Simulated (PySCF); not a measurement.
SMILES [CH3][In]([CH2]C)[F] (C₃H₈FIn) at its CAM-B3LYP/def2-SVP optimised geometry (Å):

```
13

In    -0.1930    -0.7006     0.0000
F      1.7871    -0.7006     0.0000
C     -0.9121    -2.7195    -0.0156
H     -1.2016    -3.0119     1.0041
H     -0.1079    -3.3830    -0.3596
H     -1.7871    -2.8284    -0.6706
C     -0.8359     1.3579     0.0000
C      0.2697     2.3402     0.3797
H     -1.7063     1.4472     0.6685
H     -1.2142     1.5589    -1.0157
H      1.1472     2.2429    -0.2756
H      0.6247     2.1789     1.4088
H     -0.0826     3.3830     0.3153
```

Level of theory: CAM-B3LYP/def2-TZVP, def2 effective core potentials past Kr (PySCF 2.14.0). The core electrons that the potentials of In replace are not part of the density.

Map of the Laplacian of the electron density (e/bohr⁵), clipped to [-1.50, 1.50] on the plane z = 0.8 Å:

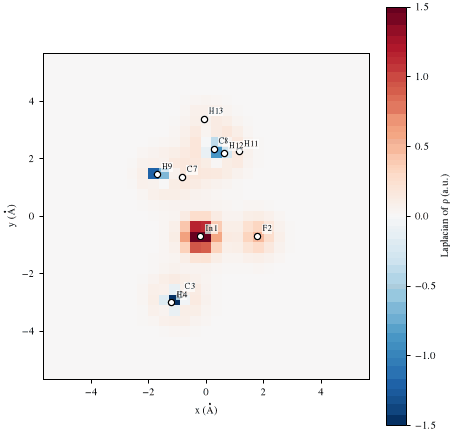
Figure. Laplacian of the electron density (e/bohr⁵), clipped to [-1.50, 1.50] on the plane z = 0.8 Å.
